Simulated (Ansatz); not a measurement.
# CH6BGaO: a spread of methods and bases

Aim: run CH6BGaO under a spread of inputs, and see what each costs and gives.

Computed with Ansatz 0.2.0, Gaussian basis. Level: the settings change from run to run.

## Step 1: The relaxed structure

The geometry comes from an earlier relaxation with PBE0-D4 in a triple-zeta def2 set; it is a stationary point, not always the lowest conformer.

SMILES `BC[O][GaH2]`, 10 atoms, charge 0, spin multiplicity 1.

Atoms are counted from 1 here; the program's logs count them from 0.

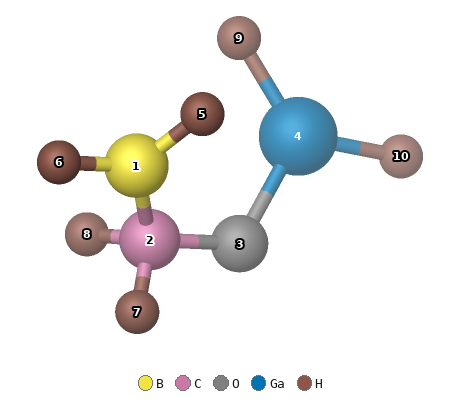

The geometry (boron yellow, carbon pink, oxygen grey, gallium blue, hydrogen brown); atoms are numbered from 1 in the order of the file.

## Step 2: HF/cc-pVTZ

Set apart from the defaults: multiplicity 3, coordinates scaled by 1.05.

File in.yaml:

```yaml
crystal:
  periodic: [false, false, false]
  atoms:
    - {symbol: B, position_ang: [-0.420865, 1.517918, 0.126965]}
    - {symbol: C, position_ang: [-1.025280, 0.075509, -0.308302]}
    - {symbol: O, position_ang: [-0.445196, -1.160949, 0.254468]}
    - {symbol: Ga, position_ang: [1.400892, -1.491933, 0.261698]}
    - {symbol: H, position_ang: [0.492481, 1.621998, 0.988227]}
    - {symbol: H, position_ang: [-0.914592, 2.557075, -0.380173]}
    - {symbol: H, position_ang: [-2.141759, 0.135761, 0.018435]}
    - {symbol: H, position_ang: [-1.109612, 0.019328, -1.463397]}
    - {symbol: H, position_ang: [2.343389, -0.416296, -0.548300]}
    - {symbol: H, position_ang: [1.820541, -2.858412, 1.050401]}
basis:
  gaussian: {orbitals: cc-pVTZ}
magnetization: {spin_polarized: true, initial_magnetization: 2}
hamiltonian: {xc: {name: HF}}
output: {forces: true}
```

Run with:

```
ansatz run in.yaml --threads 4 --pin off --events-out ev --progress --plain --max-ram 10444MiB
```

The log of the run, cut to the lines that bear on the results:

```text
Functional definition: HF
  name "HF"
  cite "Fock, Z. Phys. 61, 126 (1930) doi:10.1007/BF01340294"
  parent pbe
[...]
1511 factors; their error is unknown
[...]
mean field -56165.75602000 eV, -2064.0534632181 hartree, gradient 4.1e-6 eV, S^2 2.040252; 7 other end points of the search recorded, 0 dependent functions left out
[...]
reference -56165.75602000 eV, -2064.0534632181 hartree; 29, 27 occupied and 188, 190 virtual orbitals, 1511 factors
Total energy: -56165.75602000 eV, -2064.0534632181 hartree
Atom 0 at    -0.420865     1.517918     0.126965 Å, force     0.977089     0.330685     0.614319 eV/Å
Atom 1 at    -1.025280     0.075509    -0.308302 Å, force    -2.298259     0.295197    -0.657477 eV/Å
Atom 2 at    -0.445196    -1.160949     0.254468 Å, force    -3.329739     2.743921    -1.017172 eV/Å
Atom 3 at     1.400892    -1.491933     0.261698 Å, force     4.390071    -1.048367     0.031593 eV/Å
Atom 4 at     0.492481     1.621998     0.988227 Å, force    -1.346457    -0.149470    -1.136709 eV/Å
Atom 5 at    -0.914592     2.557075    -0.380173 Å, force     0.432779    -1.528746     0.495943 eV/Å
Atom 6 at    -2.141759     0.135761     0.018435 Å, force     2.115204    -0.495238    -0.426969 eV/Å
Atom 7 at    -1.109612     0.019328    -1.463397 Å, force     0.735448    -0.476855     2.168856 eV/Å
Atom 8 at     2.343389    -0.416296    -0.548300 Å, force    -1.030916    -0.493292     0.409168 eV/Å
Atom 9 at     1.820541    -2.858412     1.050401 Å, force    -0.645221     0.822164    -0.481552 eV/Å
Dipole moment:    -1.130491     0.713343    -0.224727 e Å
```

It took 33 s on 4 threads of Intel Xeon Platinum 8488C, shared host; peak memory 1 GiB.

Largest force 4.514 eV/Å, dipole 6.51 D, ⟨S²⟩ 2.040.

## Step 3: revPBE/ANO-RCC-VTZP

File in.yaml:

```yaml
crystal:
  periodic: [false, false, false]
  atoms:
    - {symbol: B, position_ang: [-0.400823, 1.445636, 0.120919]}
    - {symbol: C, position_ang: [-0.976457, 0.071913, -0.293621]}
    - {symbol: O, position_ang: [-0.423996, -1.105665, 0.242351]}
    - {symbol: Ga, position_ang: [1.334183, -1.420889, 0.249236]}
    - {symbol: H, position_ang: [0.469029, 1.544760, 0.941168]}
    - {symbol: H, position_ang: [-0.871040, 2.435310, -0.362070]}
    - {symbol: H, position_ang: [-2.039770, 0.129297, 0.017557]}
    - {symbol: H, position_ang: [-1.056773, 0.018408, -1.393711]}
    - {symbol: H, position_ang: [2.231799, -0.396472, -0.522191]}
    - {symbol: H, position_ang: [1.733848, -2.722297, 1.000382]}
basis:
  gaussian: {orbitals: ANO-RCC-VTZP}
hamiltonian: {xc: {name: revPBE}}
output: {forces: true}
```

Launched as before.

The log of the run, cut to the lines that bear on the results:

```text
Functional definition: revPBE
  name "revPBE"
  cite "Zhang & Yang, Phys. Rev. Lett. 80, 890 (1998) doi:10.1103/PhysRevLett.80.890"
  cite "Perdew, Burke & Ernzerhof, Phys. Rev. Lett. 77, 3865 (1996) doi:10.1103/PhysRevLett.77.3865"
[...]
1493 factors; their error is unknown
[...]
mean field -56752.76489181 eV, -2085.6256413684 hartree, gradient 2.9e-5 eV, S^2 0.000000; 0 other end points of the search recorded, 0 dependent functions left out
[...]
reference -56752.76499553 eV, -2085.6256451801 hartree; 28, 28 occupied and 189, 189 virtual orbitals, 1493 factors
Total energy: -56752.76499553 eV, -2085.6256451801 hartree
Relativity: scalar
Atom 0 at    -0.400823     1.445636     0.120919 Å, force     0.031419     0.178861     0.029295 eV/Å
Atom 1 at    -0.976457     0.071913    -0.293621 Å, force    -0.030783     0.414683    -0.140575 eV/Å
Atom 2 at    -0.423996    -1.105665     0.242351 Å, force    -0.310137    -0.622177     0.285369 eV/Å
Atom 3 at     1.334183    -1.420889     0.249236 Å, force     0.645963    -0.125818     0.005638 eV/Å
Atom 4 at     0.469029     1.544760     0.941168 Å, force     0.090801     0.025465     0.099447 eV/Å
Atom 5 at    -0.871040     2.435310    -0.362070 Å, force    -0.061890     0.139666    -0.062904 eV/Å
Atom 6 at    -2.039770     0.129297     0.017557 Å, force    -0.254091    -0.003902     0.055572 eV/Å
Atom 7 at    -1.056773     0.018408    -1.393711 Å, force    -0.051079    -0.021141    -0.252805 eV/Å
Atom 8 at     2.231799    -0.396472    -0.522191 Å, force    -0.014307    -0.020444     0.001086 eV/Å
Atom 9 at     1.733848    -2.722297     1.000382 Å, force    -0.045896     0.034807    -0.020122 eV/Å
Dipole moment:     0.078871     0.046469    -0.116449 e Å
```

It took 3.8 s on 4 threads of Intel Xeon Platinum 8488C, shared host.

Largest force 0.751 eV/Å, dipole 0.71 D.

## Step 4: wPBEh/cc-pVTZ

Edit in.yaml of step 3 so:

```diff
@@ -14,4 +14,3 @@
 basis:
-  gaussian: {orbitals: ANO-RCC-VTZP}
-hamiltonian: {xc: {name: revPBE}}
-output: {forces: true}
+  gaussian: {orbitals: cc-pVTZ}
+hamiltonian: {xc: {name: wPBEh}}
```

Same command.

The log of the run, cut to the lines that bear on the results:

```text
Functional definition: wPBEh
  name "wPBEh"
  cite "Heyd, Scuseria & Ernzerhof, J. Chem. Phys. 118, 8207 (2003) doi:10.1063/1.1564060"
  cite "Krukau, Vydrov, Izmaylov & Scuseria, J. Chem. Phys. 125, 224106 (2006) doi:10.1063/1.2404663"
  cite "Heyd & Scuseria, J. Chem. Phys. 120, 7274 (2004) doi:10.1063/1.1668634"
  cite "Ernzerhof & Perdew, J. Chem. Phys. 109, 3313 (1998) doi:10.1063/1.476928"
  cite "Perdew, Burke & Ernzerhof, Phys. Rev. Lett. 77, 3865 (1996) doi:10.1103/PhysRevLett.77.3865"
  parent pbe
[...]
1312 factors; their error is unknown
113 factors; integrals over basis functions are off by at most 4.4e-7 eV
[...]
mean field -56226.43181496 eV, -2066.2832575556 hartree, gradient 3.7e-5 eV, S^2 0.000000; 0 other end points of the search recorded, 0 dependent functions left out
reference -56226.43186411 eV, -2066.2832593615 hartree; 28, 28 occupied and 189, 189 virtual orbitals, 1312 factors
Total energy: -56226.43186411 eV, -2066.2832593615 hartree
```

Wall time 2 s (4 threads of Intel Xeon Platinum 8488C, shared host).

## Step 5: B3LYP/STO-3G

Options: multiplicity 3, D3(BJ) with three-body dispersion, relativity set to scalar, high accuracy.

Edit in.yaml of step 4 so:

```diff
@@ -14,3 +14,6 @@
 basis:
-  gaussian: {orbitals: cc-pVTZ}
-hamiltonian: {xc: {name: wPBEh}}
+  gaussian: {orbitals: STO-3G}
+magnetization: {spin_polarized: true, initial_magnetization: 2}
+hamiltonian: {xc: {name: B3LYP}, dispersion: d3bjatm, pseudopotentials: {relativity: scalar}}
+accuracy: high
+output: {forces: true}
```

The command is unchanged.

The log of the run, cut to the lines that bear on the results:

```text
Functional definition: B3LYP
  name "B3LYP"
  cite "Stephens, Devlin, Chabalowski & Frisch, J. Phys. Chem. 98, 11623 (1994) doi:10.1021/j100096a001"
  cite "Becke, Phys. Rev. A 38, 3098 (1988) doi:10.1103/PhysRevA.38.3098"
  cite "Lee, Yang & Parr, Phys. Rev. B 37, 785 (1988) doi:10.1103/PhysRevB.37.785"
  cite "Vosko, Wilk & Nusair, Can. J. Phys. 58, 1200 (1980) doi:10.1139/p80-159"
[...]
706 factors; integrals over basis functions are off by at most 4.9e-9 eV
[...]
mean field -55970.55889957 eV, -2056.8801013517 hartree, gradient 2.1e-8 eV, S^2 2.003345; 6 other end points of the search recorded, 0 dependent functions left out
[...]
reference -55970.55893484 eV, -2056.8801026479 hartree; 29, 27 occupied and 10, 12 virtual orbitals, 706 factors
Total energy: -55970.85897475 eV, -2056.8911289112 hartree
Relativity: scalar
Atom 0 at    -0.400823     1.445636     0.120919 Å, force     0.631209     1.560971     0.511656 eV/Å
Atom 1 at    -0.976457     0.071913    -0.293621 Å, force    -0.794465     1.157151    -0.586395 eV/Å
Atom 2 at    -0.423996    -1.105665     0.242351 Å, force     2.590461    -1.945732     0.684578 eV/Å
Atom 3 at     1.334183    -1.420889     0.249236 Å, force     0.063312    -0.053905    -0.009835 eV/Å
Atom 4 at     0.469029     1.544760     0.941168 Å, force    -0.551720    -0.067433    -0.523423 eV/Å
Atom 5 at    -0.871040     2.435310    -0.362070 Å, force     0.262734    -0.584560     0.248606 eV/Å
Atom 6 at    -2.039770     0.129297     0.017557 Å, force    -0.486579    -0.133760     0.227179 eV/Å
Atom 7 at    -1.056773     0.018408    -1.393711 Å, force     0.076593    -0.076516    -0.641030 eV/Å
Atom 8 at     2.231799    -0.396472    -0.522191 Å, force    -1.356060    -1.461170     1.056584 eV/Å
Atom 9 at     1.733848    -2.722297     1.000382 Å, force    -0.435483     1.604954    -0.967919 eV/Å
Dipole moment:    -0.226735     0.201746    -0.131961 e Å
```

It took 3.7 s on 4 threads of Intel Xeon Platinum 8488C, shared host.

Largest force 3.311 eV/Å, dipole 1.59 D, ⟨S²⟩ 2.003.

## Step 6: wPBEh/6-31G

Set apart from the defaults: multiplicity 3, atoms shaken by 0.15 Å, a point charge of 2.00 e beside it.

File in.yaml:

```yaml
crystal:
  periodic: [false, false, false]
  atoms:
    - {symbol: B, position_ang: [-0.346383, 1.765388, 0.375895]}
    - {symbol: C, position_ang: [-1.089985, 0.036588, -0.345920]}
    - {symbol: O, position_ang: [-0.478433, -1.151644, -0.212317]}
    - {symbol: Ga, position_ang: [1.503358, -1.378046, 0.133633]}
    - {symbol: H, position_ang: [0.664655, 1.363366, 0.863308]}
    - {symbol: H, position_ang: [-0.854605, 2.419975, -0.444178]}
    - {symbol: H, position_ang: [-1.993869, 0.126552, 0.180707]}
    - {symbol: H, position_ang: [-1.014530, 0.155814, -1.370033]}
    - {symbol: H, position_ang: [2.433672, -0.386508, -0.474814]}
    - {symbol: H, position_ang: [1.608964, -2.561895, 1.129675]}
basis:
  gaussian: {orbitals: 6-31G, point_charges: [{charge: 2.00, position_ang: [5.843, -0.842, -0.841]}]}
magnetization: {spin_polarized: true, initial_magnetization: 2}
hamiltonian: {xc: {name: wPBEh}}
```

Same command.

The log of the run, cut to the lines that bear on the results:

```text
Functional definition: wPBEh
  name "wPBEh"
  cite "Heyd, Scuseria & Ernzerhof, J. Chem. Phys. 118, 8207 (2003) doi:10.1063/1.1564060"
  cite "Krukau, Vydrov, Izmaylov & Scuseria, J. Chem. Phys. 125, 224106 (2006) doi:10.1063/1.2404663"
  cite "Heyd & Scuseria, J. Chem. Phys. 120, 7274 (2004) doi:10.1063/1.1668634"
  cite "Ernzerhof & Perdew, J. Chem. Phys. 109, 3313 (1998) doi:10.1063/1.476928"
  cite "Perdew, Burke & Ernzerhof, Phys. Rev. Lett. 77, 3865 (1996) doi:10.1103/PhysRevLett.77.3865"
  parent pbe
[...]
771 factors; integrals over basis functions are off by at most 6.8e-4 eV
112 factors; integrals over basis functions are off by at most 4.1e-7 eV
[...]
mean field -56209.19967681 eV, -2065.6499881587 hartree, gradient 2.0e-5 eV, S^2 2.008015; 4 other end points of the search recorded, 0 dependent functions left out
reference -56209.19972912 eV, -2065.6499900811 hartree; 29, 27 occupied and 39, 41 virtual orbitals, 771 factors
Total energy: -56209.19972912 eV, -2065.6499900811 hartree
```

Wall time 3.1 s (4 threads of Intel Xeon Platinum 8488C, shared host).

⟨S²⟩ 2.008.

## Step 7: HSE06/aug-cc-pVDZ

Set apart from the defaults: atoms shaken by 0.15 Å, high accuracy.

File in.yaml:

```yaml
crystal:
  periodic: [false, false, false]
  atoms:
    - {symbol: B, position_ang: [-0.222199, 1.338816, -0.017988]}
    - {symbol: C, position_ang: [-0.855749, 0.147891, -0.233334]}
    - {symbol: O, position_ang: [-0.486410, -1.204791, 0.442784]}
    - {symbol: Ga, position_ang: [1.256312, -1.430379, 0.549533]}
    - {symbol: H, position_ang: [0.427571, 1.737019, 1.062792]}
    - {symbol: H, position_ang: [-0.907302, 2.467108, -0.201271]}
    - {symbol: H, position_ang: [-2.322560, 0.165123, 0.026775]}
    - {symbol: H, position_ang: [-1.028309, 0.021363, -1.454533]}
    - {symbol: H, position_ang: [2.345695, -0.249947, -0.496273]}
    - {symbol: H, position_ang: [1.873946, -2.769535, 1.104366]}
basis:
  gaussian: {orbitals: aug-cc-pVDZ}
hamiltonian: {xc: {name: HSE06}}
accuracy: high
```

Launched as before.

The log of the run, cut to the lines that bear on the results:

```text
Functional definition: HSE06
  name "HSE06"
  cite "Heyd, Scuseria & Ernzerhof, J. Chem. Phys. 118, 8207 (2003) doi:10.1063/1.1564060"
  cite "Krukau, Vydrov, Izmaylov & Scuseria, J. Chem. Phys. 125, 224106 (2006) doi:10.1063/1.2404663"
  cite "Heyd & Scuseria, J. Chem. Phys. 120, 7274 (2004) doi:10.1063/1.1668634"
  cite "Ernzerhof & Perdew, J. Chem. Phys. 109, 3313 (1998) doi:10.1063/1.476928"
  cite "Perdew, Burke & Ernzerhof, Phys. Rev. Lett. 77, 3865 (1996) doi:10.1103/PhysRevLett.77.3865"
  parent pbe
[...]
  # The whole range is PBE's own exchange, as in plane waves. The composition of these papers is wPBEh.
[...]
3241 factors; integrals over basis functions are off by at most 4.2e-9 eV
193 factors; integrals over basis functions are off by at most 2.0e-9 eV
[...]
mean field -56219.27055894 eV, -2066.0200862510 hartree, gradient 7.5e-8 eV, S^2 0.000000; 0 other end points of the search recorded, 0 dependent functions left out
reference -56219.27057083 eV, -2066.0200866877 hartree; 28, 28 occupied and 131, 131 virtual orbitals, 3241 factors
Total energy: -56219.27057083 eV, -2066.0200866877 hartree
```

Run time: 6 s. Hardware: 4 threads of Intel Xeon Platinum 8488C, shared host; peak memory 0.92 GiB.

## Step 8: r2SCAN50/def2-mTZVPP

Options: charge +1, multiplicity 2.

File in.yaml:

```yaml
crystal:
  periodic: [false, false, false]
  atoms:
    - {symbol: B, position_ang: [-0.400823, 1.445636, 0.120919]}
    - {symbol: C, position_ang: [-0.976457, 0.071913, -0.293621]}
    - {symbol: O, position_ang: [-0.423996, -1.105665, 0.242351]}
    - {symbol: Ga, position_ang: [1.334183, -1.420889, 0.249236]}
    - {symbol: H, position_ang: [0.469029, 1.544760, 0.941168]}
    - {symbol: H, position_ang: [-0.871040, 2.435310, -0.362070]}
    - {symbol: H, position_ang: [-2.039770, 0.129297, 0.017557]}
    - {symbol: H, position_ang: [-1.056773, 0.018408, -1.393711]}
    - {symbol: H, position_ang: [2.231799, -0.396472, -0.522191]}
    - {symbol: H, position_ang: [1.733848, -2.722297, 1.000382]}
basis:
  gaussian: {orbitals: def2-mTZVPP}
total_charge: 1
magnetization: {spin_polarized: true, initial_magnetization: 1}
hamiltonian: {xc: {name: r2SCAN50}}
output: {forces: true}
```

The command is unchanged.

The log of the run, cut to the lines that bear on the results:

```text
Functional definition: r2SCAN50
  name "r2SCAN50"
  cite "Bursch, Neugebauer, Ehlert & Grimme, J. Chem. Phys. 156, 134105 (2022) doi:10.1063/5.0086040"
  cite "Furness, Kaplan, Ning, Perdew & Sun, J. Phys. Chem. Lett. 11, 8208 (2020) doi:10.1021/acs.jpclett.0c02405"
  cite "Furness, Kaplan, Ning, Perdew & Sun, J. Phys. Chem. Lett. 11, 9248 (2020) doi:10.1021/acs.jpclett.0c03077"
  parent r2scan
[...]
1187 factors; integrals over basis functions are off by at most 1.1e-3 eV
[...]
mean field -56222.12012788 eV, -2066.1248059777 hartree, gradient 1.9e-5 eV, S^2 0.760223; 2 other end points of the search recorded, 0 dependent functions left out
[...]
reference -56222.12013765 eV, -2066.1248063370 hartree; 28, 27 occupied and 100, 101 virtual orbitals, 1187 factors
Total energy: -56222.12013765 eV, -2066.1248063370 hartree
Atom 0 at    -0.400823     1.445636     0.120919 Å, force     1.209516     1.341970     0.836697 eV/Å
Atom 1 at    -0.976457     0.071913    -0.293621 Å, force    -1.972864    -2.367473    -0.423696 eV/Å
Atom 2 at    -0.423996    -1.105665     0.242351 Å, force    -3.065244     2.854510    -0.435488 eV/Å
Atom 3 at     1.334183    -1.420889     0.249236 Å, force     4.068845    -1.267315    -0.123834 eV/Å
Atom 4 at     0.469029     1.544760     0.941168 Å, force    -0.346074    -0.183833    -0.303762 eV/Å
Atom 5 at    -0.871040     2.435310    -0.362070 Å, force    -0.080569    -0.676860    -0.006457 eV/Å
Atom 6 at    -2.039770     0.129297     0.017557 Å, force     0.518789    -0.037016     0.189926 eV/Å
Atom 7 at    -1.056773     0.018408    -1.393711 Å, force     0.725704     0.021048     0.188303 eV/Å
Atom 8 at     2.231799    -0.396472    -0.522191 Å, force    -0.639200    -0.035347     0.205474 eV/Å
Atom 9 at     1.733848    -2.722297     1.000382 Å, force    -0.418902     0.350317    -0.127163 eV/Å
Dipole moment:    -0.529266     0.421543    -0.241745 e Å
```

Run time: 7.5 s. Hardware: 4 threads of Intel Xeon Platinum 8488C, shared host.

Largest force 4.263 eV/Å, ⟨S²⟩ 0.760.

## Step 9: B97/aug-pcseg-2

Options: atoms shaken by 0.15 Å.

File in.yaml:

```yaml
crystal:
  periodic: [false, false, false]
  atoms:
    - {symbol: B, position_ang: [-0.211638, 1.449036, 0.179946]}
    - {symbol: C, position_ang: [-0.888557, 0.166733, -0.294131]}
    - {symbol: O, position_ang: [-0.506587, -0.965684, 0.209588]}
    - {symbol: Ga, position_ang: [1.200355, -1.476357, 0.163189]}
    - {symbol: H, position_ang: [0.103730, 1.749733, 0.848500]}
    - {symbol: H, position_ang: [-0.665147, 2.371103, -0.181882]}
    - {symbol: H, position_ang: [-2.217248, -0.022471, -0.104214]}
    - {symbol: H, position_ang: [-1.030700, 0.143767, -1.496396]}
    - {symbol: H, position_ang: [2.107788, -0.300183, -0.461141]}
    - {symbol: H, position_ang: [1.581488, -2.797686, 1.197324]}
basis:
  gaussian: {orbitals: aug-pcseg-2}
hamiltonian: {xc: {name: B97}}
```

Launched as before.

The log of the run, cut to the lines that bear on the results:

```text
Functional definition: B97
  name "B97"
  cite "Becke, J. Chem. Phys. 107, 8554 (1997) doi:10.1063/1.475007"
[...]
      + integral(e_c_pw_opposite_spin*poly(b97_u_opposite, cos0, cos1, cos2))
1430 factors; their error is unknown
[...]
mean field -56227.96570891 eV, -2066.3396271185 hartree, gradient 2.8e-5 eV, S^2 0.000000; 0 other end points of the search recorded, 0 dependent functions left out
reference -56227.96575344 eV, -2066.3396287549 hartree; 28, 28 occupied and 307, 307 virtual orbitals, 1430 factors
Total energy: -56227.96575344 eV, -2066.3396287549 hartree
```

Run time: 9.5 s. Hardware: 4 threads of Intel Xeon Platinum 8488C, shared host; peak memory 0.89 GiB.

## Step 10: HF/aug-pcseg-2

Options: multiplicity 3, restricted open-shell orbitals, density fitting with def2-universal-jkfit.

File in.yaml:

```yaml
crystal:
  periodic: [false, false, false]
  atoms:
    - {symbol: B, position_ang: [-0.400823, 1.445636, 0.120919]}
    - {symbol: C, position_ang: [-0.976457, 0.071913, -0.293621]}
    - {symbol: O, position_ang: [-0.423996, -1.105665, 0.242351]}
    - {symbol: Ga, position_ang: [1.334183, -1.420889, 0.249236]}
    - {symbol: H, position_ang: [0.469029, 1.544760, 0.941168]}
    - {symbol: H, position_ang: [-0.871040, 2.435310, -0.362070]}
    - {symbol: H, position_ang: [-2.039770, 0.129297, 0.017557]}
    - {symbol: H, position_ang: [-1.056773, 0.018408, -1.393711]}
    - {symbol: H, position_ang: [2.231799, -0.396472, -0.522191]}
    - {symbol: H, position_ang: [1.733848, -2.722297, 1.000382]}
basis:
  gaussian: {orbitals: aug-pcseg-2, fitting: {mean_field: def2-universal-jkfit}}
magnetization: {spin_polarized: false, initial_magnetization: 2}
hamiltonian: {xc: {name: HF}}
```

Launched as before.

The log of the run, cut to the lines that bear on the results:

```text
Functional definition: HF
  name "HF"
  cite "Fock, Z. Phys. 61, 126 (1930) doi:10.1007/BF01340294"
  parent pbe
[...]
601 factors; integrals over basis functions are off by at most 1.2e0 eV
[...]
mean field -56164.84504166 eV, -2064.0199853815 hartree, gradient 2.0e-5 eV, S^2 2.000000; 3 other end points of the search recorded, 0 dependent functions left out
reference -56164.84504166 eV, -2064.0199853815 hartree; 29, 27 occupied and 306, 308 virtual orbitals, 601 factors
Total energy: -56164.84504166 eV, -2064.0199853815 hartree
```

Run time: 58 s. Hardware: 4 threads of Intel Xeon Platinum 8488C, shared host; peak memory 0.69 GiB.

## Step 11: All runs side by side

```tsv
level	charge	multiplicity	geometry	functions	energy (eV)	time
HF/cc-pVTZ	0	3	scaled	217	-56165.756	33 s
revPBE/ANO-RCC-VTZP	0	1	relaxed	217	-56752.765	3.8 s
wPBEh/cc-pVTZ	0	1	relaxed	217	-56226.432	2 s
B3LYP/STO-3G	0	3	relaxed	39	-55970.859	3.7 s
wPBEh/6-31G	0	3	shaken, point charge	68	-56209.200	3.1 s
HSE06/aug-cc-pVDZ	0	1	shaken	159	-56219.271	6 s
r2SCAN50/def2-mTZVPP	1	2	relaxed	128	-56222.120	7.5 s
B97/aug-pcseg-2	0	1	shaken	335	-56227.966	9.5 s
HF/aug-pcseg-2	0	3	relaxed	335	-56164.845	58 s
```

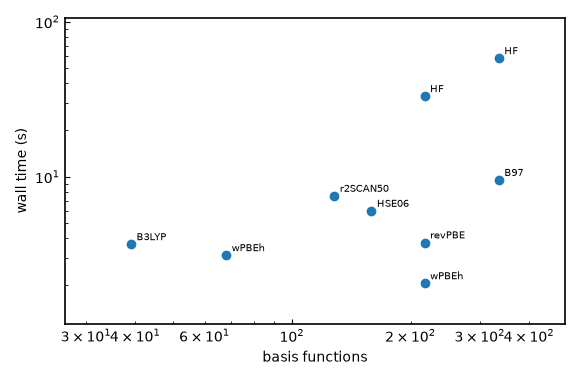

Wall time against the number of basis functions (shared host).

## Step 12: Summary of results

```
                                         quantity                 value
                                             runs                     9
                                         quickest    wPBEh/cc-pVTZ, 2 s
                                          slowest  HF/aug-pcseg-2, 58 s
spread of total energies, same state and geometry              526.3 eV
```

Run time spans a factor of 28, from wPBEh/cc-pVTZ to HF/aug-pcseg-2. The jobs differ in tasks and options as well as level. The totals spread over 526 eV; they can't be compared across methods or bases. Some of these runs are scalar-relativistic and others not, which shifts the totals of all-electron atoms past neon by several eV an atom and more; core potentials, where a basis has them, take the core out of the total altogether. At the PBE0-D4/def2-TZVP geometry and in the same state, the sound runs without point charges leave forces up to 0.75 eV/Å (revPBE/ANO-RCC-VTZP).
